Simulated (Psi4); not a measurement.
# H3O+ (oxonium): a chain of runs

Aim: a geometry optimisation (CAM-B3LYP/6-311G**), then the harmonic vibrations, then the energy (MP2/def2-TZVPP) of H3O+ (oxonium). 

Program for the calculation: Psi4 1.11.

### Step 1. Starting point

The species is H3O+ (4 atoms), meant as a singlet with charge +1. As SMILES, `[OH3+]`. Geometry: relaxed at PBE0-D4/def2-TZVP. The run starts from this shape.

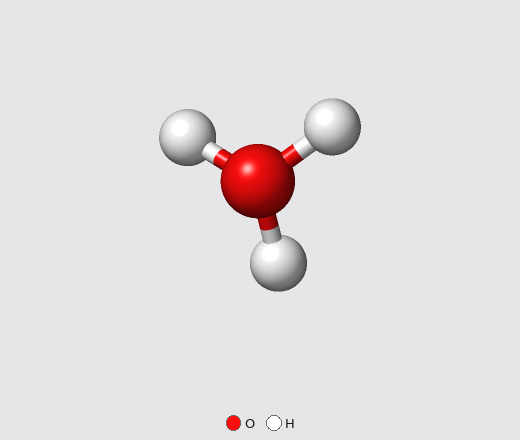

Viewed from a chosen angle; oxygen red, hydrogen white.

### Step 2. A structure relaxation at CAM-B3LYP/6-311G(d,p) (density fitting) (run 1)

h3o.in reads:

```
memory 1600 mb

molecule {
  1 1
  O      0.181970    -0.056700    -0.052760
  H      0.219060     0.918440     0.015140
  H     -0.408890    -0.368290    -0.767380
  H      0.007860    -0.493450     0.805020
  units angstrom
}

set {
  geom_maxiter 60
}

result, w = optimize('cam-b3lyp/6-311G**', return_wfn=True)
print_variables()
```

The run is started by

```console
$ psi4 h3o.in h3o.out -n 1
```

h3o.out:

```text
Psi4 1.11 release

gradient() will perform analytic gradient computation.

   => Loading Basis Set <=

    Name: 6-311G**
    Role: ORBITAL
    Keyword: BASIS

         ---------------------------------------------------------
                                   SCF
                              RKS Reference
                        1 Threads,   1525 MiB Core
         ---------------------------------------------------------

  ==> Geometry <==

    Molecular point group: c1
    Full point group: C1

    Geometry (in Angstrom), charge = 1, multiplicity = 1:

       Center              X                  Y                   Z               Mass
    ------------   -----------------  -----------------  -----------------  -----------------
         O            0.038571913574    -0.012018615704    -0.011184519535    15.994914619570
         H            0.075661913574     0.963121384296     0.056715480465     1.007825032230
         H           -0.552288086426    -0.323608615704    -0.725804519535     1.007825032230
         H           -0.135538086426    -0.448768615704     0.846595480465     1.007825032230

  Running in c1 symmetry.

  Rotational constants: A =     11.10463  B =     11.10224  C =      6.28347 [cm^-1]
  Rotational constants: A = 332908.38064  B = 332836.89897  C = 188373.68382 [MHz]
  Nuclear repulsion =   13.956307360664804

  Charge       = 1
  Multiplicity = 1
  Electrons    = 10
  Nalpha       = 5
  Nbeta        = 5

  ==> Algorithm <==

  SCF Algorithm Type is DF.
  DIIS enabled.
  MOM disabled.
  Fractional occupation disabled.
  Guess Type is SAD.
  Energy threshold   = 1.00e-08
  Density threshold  = 1.00e-08
  Integral threshold = 1.00e-12

  ==> Primary Basis <==

  Basis Set: 6-311G**
    Blend: 6-311G**
    Number of shells: 20
    Number of basis functions: 36
    Number of Cartesian functions: 37
    Spherical Harmonics?: true
    Max angular momentum: 2

  ==> DFT Potential <==

   => LibXC <=

    Version 7.1.2

   => Composite Functional: CAM-B3LYP <=

    CAM-B3LYP Hyb-GGA Exchange-Correlation Functional

    Deriv               =              1
    GGA                 =           TRUE
    Meta                =          FALSE

    Exchange Hybrid     =           TRUE
    MP2 Hybrid          =          FALSE

   => Exchange Functionals <=

    0.3500         Becke 88 [omega = 0.3300]
    0.4600   Short-range recipe for B88 functional - erf [omega = 0.3300]

   => Exact (HF) Exchange <=

    0.4600            HF,LR [omega = 0.3300]
    0.1900               HF

   => Correlation Functionals <=

    0.1900   Vosko, Wilk & Nusair (VWN5)
    0.8100   Lee, Yang & Parr

   => LibXC Density Thresholds  <==

    XC_HYB_GGA_XC_CAM_B3LYP:  1.00E-14

   => Molecular Quadrature <=

    Radial Scheme          =       TREUTLER
    Pruning Scheme         =           NONE
    Nuclear Scheme         =       TREUTLER

    Blocking Scheme        =         OCTREE
    BS radius alpha        =              1
    Pruning alpha          =              1
    Radial Points          =             75
    Spherical Points       =            302
    Total Points           =          88202
    Total Blocks           =            715
    Max Points             =            256
    Max Functions          =             36
    Weights Tolerance      =       1.00E-15

   => Loading Basis Set <=

    Name: (6-311G** AUX)
    Role: JKFIT
    Keyword: DF_BASIS_SCF

  ==> Integral Setup <==

  DFHelper Memory: AOs need 0.005 GiB; user supplied 1.028 GiB.
  SCF_SUBTYPE=INCORE selected. In-core MEM_DF algorithm will be used.
  Using in-core AOs.

  ==> MemDFJK: Density-Fitted J/K Matrices <==

    J tasked:                   Yes
    K tasked:                   Yes
    wK tasked:                  Yes
    Omega:                3.300E-01
    Memory [MiB]:              1052
    Algorithm:                 Core
    Schwarz Cutoff:           1E-12
    Mask sparsity (%):       0.0000
    Fitting Condition:        1E-10

   => Auxiliary Basis Set <=

  Basis Set: (6-311G** AUX)
    Blend: CC-PVTZ-JKFIT
    Number of shells: 55
    Number of basis functions: 169
    Number of Cartesian functions: 201
    Spherical Harmonics?: true
    Max angular momentum: 4

  Cached 100.0% of DFT collocation blocks in 0.089 [GiB].

  Minimum eigenvalue in the overlap matrix is 1.4311600177E-02.
  Reciprocal condition number of the overlap matrix is 2.7585312973E-03.
    Using symmetric orthogonalization.

  ==> Pre-Iterations <==

  SCF Guess: Superposition of Atomic Densities via on-the-fly atomic UHF (no occupation information).

   -------------------------
    Irrep   Nso     Nmo
   -------------------------
     A         36      36
   -------------------------
    Total      36      36
   -------------------------

  ==> Iterations <==

                           Total Energy        Delta E     RMS |[F,P]|

   @DF-RKS iter SAD:   -76.78722490140838   -7.67872e+01   0.00000e+00
   @DF-RKS iter   1:   -76.64207095931465    1.45154e-01   1.17364e-02 DIIS/ADIIS
   @DF-RKS iter   2:   -76.64239636400320   -3.25405e-04   1.21158e-02 DIIS/ADIIS
   @DF-RKS iter   3:   -76.70018589142298   -5.77895e-02   5.57285e-04 DIIS/ADIIS
   @DF-RKS iter   4:   -76.70035516683218   -1.69275e-04   9.81557e-05 DIIS
   @DF-RKS iter   5:   -76.70035920874828   -4.04192e-06   1.47505e-05 DIIS
   @DF-RKS iter   6:   -76.70035933370386   -1.24956e-07   1.06457e-06 DIIS
   @DF-RKS iter   7:   -76.70035933512902   -1.42516e-09   2.16170e-07 DIIS
   @DF-RKS iter   8:   -76.70035933518029   -5.12728e-11   2.24973e-08 DIIS
   @DF-RKS iter   9:   -76.70035933518074   -4.40536e-13   1.17658e-09 DIIS
  Energy and wave function converged.

[... 22 lines left out ...]
    Final Occupation by Irrep:
[... 10 lines left out ...]
    One-Electron Energy =                -128.6051723425526916
[... 2 lines left out ...]
    Empirical Dispersion Energy =           0.0000000000000000
[... 16 lines left out ...]
 Dipole X            :         -0.0260090           -0.5737000           -0.5997090
[... 75 lines left out ...]
    Weights Tolerance      =       1.00E-15
[... 52 lines left out ...]
	   Step    Total Energy     Delta E     Max Force     RMS Force      Max Disp      RMS Disp   ~
[... 119 lines left out ...]
                           Total Energy        Delta E     RMS |[F,P]|
[... 3 lines left out ...]
   @DF-RKS iter   2:   -76.70038870530848   -4.98155e-07   5.51206e-05 DIIS
[... 2 lines left out ...]
   @DF-RKS iter   5:   -76.70038988645463   -9.45477e-10   1.81720e-07 DIIS
[... 2 lines left out ...]
  Energy and wave function converged.
[... 16 lines left out ...]
    Nuclear Repulsion Energy =             13.9330769155843388
[... 2 lines left out ...]
    DFT Exchange-Correlation Energy =      -6.8841077877620593
[... 2 lines left out ...]
    Total Energy =                        -76.7003898864815454
[... 16 lines left out ...]
 Dipole Z            :          0.0076835            0.1626056            0.1702891
[... 89 lines left out ...]
	Measures of convergence in internal coordinates in au.
[... 73 lines left out ...]
    Weights Tolerance      =       1.00E-15
[... 22 lines left out ...]
   @DF-RKS iter   1:   -76.70040520752868    6.67376e-04   5.28624e-05 DIIS
[... 2 lines left out ...]
   @DF-RKS iter   4:   -76.70040637209979   -7.96494e-09   2.19317e-06 DIIS
[... 2 lines left out ...]
  Energy and wave function converged.
[... 16 lines left out ...]
    Nuclear Repulsion Energy =             13.9282615803244934
[... 2 lines left out ...]
    DFT Exchange-Correlation Energy =      -6.8839522678625018
[... 2 lines left out ...]
    Total Energy =                        -76.7004063744706741
[... 16 lines left out ...]
 Dipole Z            :          0.0078245            0.1573686            0.1651932
[... 89 lines left out ...]
	Measures of convergence in internal coordinates in au.
[... 73 lines left out ...]
    Weights Tolerance      =       1.00E-15
[... 22 lines left out ...]
   @DF-RKS iter   1:   -76.70040975028203    1.87623e-03   3.04132e-05 DIIS
[... 2 lines left out ...]
   @DF-RKS iter   4:   -76.70041021579651   -1.35533e-08   8.35233e-07 DIIS
[... 2 lines left out ...]
  Energy and wave function converged.
[... 16 lines left out ...]
    Nuclear Repulsion Energy =             13.9351193513173293
[... 2 lines left out ...]
    DFT Exchange-Correlation Energy =      -6.8844930785888669
[... 2 lines left out ...]
    Total Energy =                        -76.7004102163777759
[... 16 lines left out ...]
 Dipole Z            :          0.0078619            0.1547215            0.1625833
[... 89 lines left out ...]
	Measures of convergence in internal coordinates in au.
[... 73 lines left out ...]
    Weights Tolerance      =       1.00E-15
[... 22 lines left out ...]
   @DF-RKS iter   1:   -76.70041052938039    8.52406e-04   1.19742e-05 DIIS
[... 2 lines left out ...]
   @DF-RKS iter   4:   -76.70041060389934   -8.61718e-10   2.63084e-07 DIIS
[... 2 lines left out ...]
  Energy and wave function converged.
[... 33 lines left out ...]
    Nuclear Repulsion Energy =             13.9387966737063191
[... 2 lines left out ...]
    DFT Exchange-Correlation Energy =      -6.8847654742412150
[... 2 lines left out ...]
    Total Energy =                        -76.7004106039595825
[... 16 lines left out ...]
 Dipole Z            :          0.0078665            0.1538765            0.1617431
[... 2 lines left out ...]
 ------------------------------------------------------------------------------------

	total time  =          1 seconds =       0.02 minutes

         ------------------------------------------------------------
                                   SCF GRAD
         ------------------------------------------------------------

  ==> Geometry <==

    Molecular point group: c1
    Full point group: C1

    Geometry (in Angstrom), charge = 1, multiplicity = 1:

       Center              X                  Y                   Z               Mass
    ------------   -----------------  -----------------  -----------------  -----------------
         O            0.035689922213    -0.011126360649    -0.010345673697    15.994914619570
         H            0.092711415716     0.964249841236     0.052226973089     1.007825032230
         H           -0.539309369211    -0.330808899088    -0.735397288396     1.007825032230
         H           -0.119827011470    -0.456857524481     0.847363664523     1.007825032230

  Nuclear repulsion =   13.938796673706319

   => Molecular Quadrature <=

    Radial Scheme          =       TREUTLER
    Pruning Scheme         =           NONE
    Nuclear Scheme         =       TREUTLER

    Blocking Scheme        =         OCTREE
    BS radius alpha        =              1
    Pruning alpha          =              1
    Radial Points          =             75
    Spherical Points       =            302
    Total Points           =          88230
    Total Blocks           =            710
    Max Points             =            255
    Max Functions          =             36
    Weights Tolerance      =       1.00E-15

  -Total Gradient:
     Atom            X                  Y                   Z
    ------   -----------------  -----------------  -----------------
       1        0.000023420145    -0.000010191280    -0.000016233296
       2       -0.000006076558     0.000014050124     0.000003690718
       3       -0.000012283303    -0.000001271490    -0.000005772354
       4       -0.000008605189    -0.000002973874     0.000013454737

	total time  =          1 seconds =       0.02 minutes

    			-----------------------------------------

    			 OPTKING 3.0: for geometry optimizations

    			        with contributions from

    			-----------------------------------------

	                            ===> Fragment 1 <==

	 Z (Atomic Numbers)          Masses                          Geom
	       8.000000            15.994915          0.06744418 -0.02102577 -0.01955049
	       1.000000             1.007825          0.17519918  1.82216812  0.09869468
	       1.000000             1.007825         -1.01914700 -0.62513822 -1.38969947
	       1.000000             1.007825         -0.22644023 -0.86333560  1.60128525

	 - Coordinate -           - BOHR/RAD -       - ANG/DEG -
	 R(1,2)           =         1.850123           0.979043
	 R(1,3)           =         1.850119           0.979041
	 R(1,4)           =         1.850125           0.979044
[... 5 lines of this table left out ...]
	 O(4,1,2,3)       =         0.727188          41.664809

	        --- Internal Coordinate Step in ANG or DEG, aJ/ANG or AJ/DEG ---
	-------------------------------------------------------------------------------
	           Coordinate      Previous         Force          Change          New
	           ----------      --------        ------          ------        ------
	               R(1,2)       0.97904       -0.00012       -0.00002       0.97902
	               R(1,3)       0.97904       -0.00009       -0.00002       0.97902
	               R(1,4)       0.97904       -0.00013       -0.00002       0.97902
[... 5 lines of this table left out ...]
	           O(4,1,2,3)      41.66481       -0.00000       -0.02931      41.63550
	-------------------------------------------------------------------------------

	                                 ==> Convergence Check <==

	Measures of convergence in internal coordinates in au.

	Criteria marked as inactive (o), active & met (*), and active & unmet ( ).

	----------------------------------------------------------------------------------------------
	   Step    Total Energy     Delta E     Max Force     RMS Force      Max Disp      RMS Disp
	----------------------------------------------------------------------------------------------
	  Convergence Criteria     1.00e-06 *    3.00e-04 *             o    1.20e-03 *             o
	----------------------------------------------------------------------------------------------
	     5     -76.70041060   -3.88e-07 *    1.55e-05 *    8.26e-06 o    5.11e-04 *    3.06e-04 o  ~
	----------------------------------------------------------------------------------------------

Next Geometry in Ang
	Fragment 1 (Ang)

	    O   0.0355646875  -0.0110854920  -0.0103041433
	    H   0.0927608427   0.9642631565   0.0522095478
	    H  -0.5392767299  -0.3308311848  -0.7354299438
	    H  -0.1197838431  -0.4568894227   0.8473722148

    Final optimized geometry and variables:
    Molecular point group: c1
    Full point group: C1

    Geometry (in Angstrom), charge = 1, multiplicity = 1:

    O            0.035689922213    -0.011126360649    -0.010345673697
    H            0.092711415716     0.964249841236     0.052226973089
    H           -0.539309369211    -0.330808899088    -0.735397288396
    H           -0.119827011470    -0.456857524481     0.847363664523

  Variable Map:
  ----------------------------------------------------------------------------
  "CURRENT ENERGY"              =>     -76.700410603960
  "CURRENT REFERENCE ENERGY"    =>     -76.700410603960
  "DD SOLVATION ENERGY"         =>       0.000000000000
  "DFT FUNCTIONAL TOTAL ENERGY" =>     -76.700410603960
  "DFT TOTAL ENERGY"            =>     -76.700410603960
  "DFT VV10 ENERGY"             =>       0.000000000000
  "DFT XC ENERGY"               =>      -6.884765474241
  "GRID ELECTRONS ALPHA"        =>       4.999999280240
  "GRID ELECTRONS BETA"         =>       4.999999280240
  "GRID ELECTRONS TOTAL"        =>       9.999998560479
  "NUCLEAR REPULSION ENERGY"    =>      13.938796673706
  "ONE-ELECTRON ENERGY"         =>    -128.585910076964
  "OPTIMIZATION ITERATIONS"     =>       5.000000000000
  "PCM POLARIZATION ENERGY"     =>       0.000000000000
  "PE ENERGY"                   =>       0.000000000000
  "SCF ITERATION ENERGY"        =>     -76.700410603960
  "SCF ITERATIONS"              =>       6.000000000000
  "SCF TOTAL ENERGY"            =>     -76.700410603960
  "TWO-ELECTRON ENERGY"         =>      44.831468273539
  "XC GRID RADIAL POINTS"       =>      75.000000000000
  "XC GRID SPHERICAL POINTS"    =>     302.000000000000
  "XC GRID TOTAL POINTS"        =>   88230.000000000000

  Array Variable Map:
  ----------------------------------------------------------------------------
  "CURRENT DIPOLE"              =>      -0.557976475718 ... 0.161743064685 1 by 3
  "CURRENT GRADIENT"            =>       0.000023420145 ... 0.000013454737 4 by 3
  "DFT TOTAL GRADIENT"          =>       0.000023420145 ... 0.000013454737 4 by 3
  "SCF DIPOLE"                  =>      -0.557976475718 ... 0.161743064685 1 by 3
  "SCF TOTAL ENERGIES"          =>     -76.701262935712 ... -76.700410603960 1 by 7
  "SCF TOTAL GRADIENT"          =>       0.000023420145 ... 0.000013454737 4 by 3

    Psi4 run time: 0:00:06.72

[set-up sections that repeat, and orbital energies of the middle runs, are left out above]
```

The script printed:

```text
Optimizer: Optimization complete!
```

Run time: 7.8 s. Hardware: 1 thread of Intel Xeon 6975P-C (Granite Rapids), shared host; peak memory 0.35 GiB.

The path in brief:

| step | energy from the first frame kept (eV) | largest force (eV/Å) |
| --- | --- | --- |
| 0 | 0.0000 | 0.0878 |
| 1 | -0.0008 | 0.0829 |
| 2 | -0.0013 | 0.0505 |
| 3 | -0.0014 | 0.0156 |
| 4 | -0.0014 | 0.0015 |

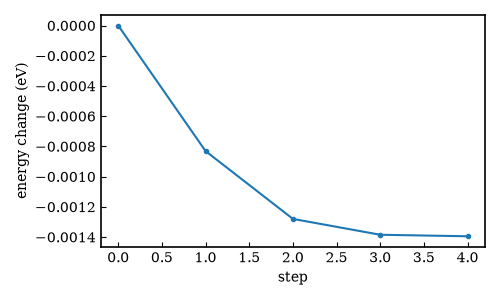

Energy along the run.

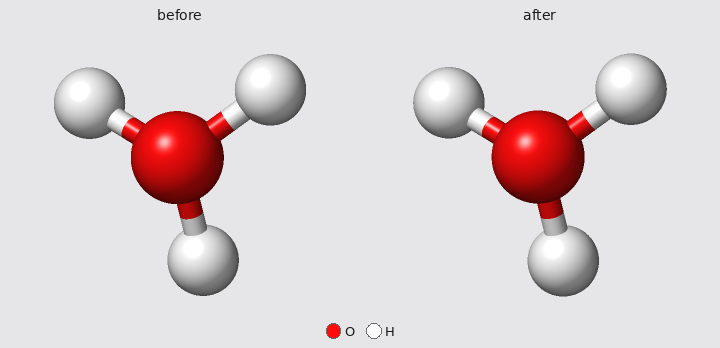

Before and after, at one scale.

After the run. Bond lengths: O1–H2 0.979 Å, O1–H3 0.979 Å, O1–H4 0.979 Å. Angles: H2–O1–H3 114.0°, H2–O1–H4 114.0°, H3–O1–H4 114.0°.

(Part 1 of 2 ends here.)
